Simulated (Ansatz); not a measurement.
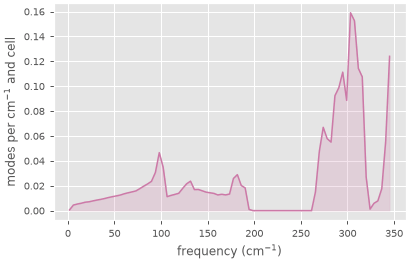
*Phonon density of states of PtS2 in the CdI2 type structure; finite displacements on a 6×6×4 mesh, PBE in Ansatz (a program for electronic structure), k mesh 12×12×4*

The cell was generated from a structure type, relaxed within its symmetry, and need not be the phase found at ambient conditions. Dynamical quadrupoles are not included in the interpolation of the phonons between the solved wave vectors. Spin-orbit coupling is not included.

Where is the tallest peak, and is there a gap in the spectrum?

The tallest peak lies near 300 cm⁻¹. There is at least one gap; the lowest begins near 200 cm⁻¹.
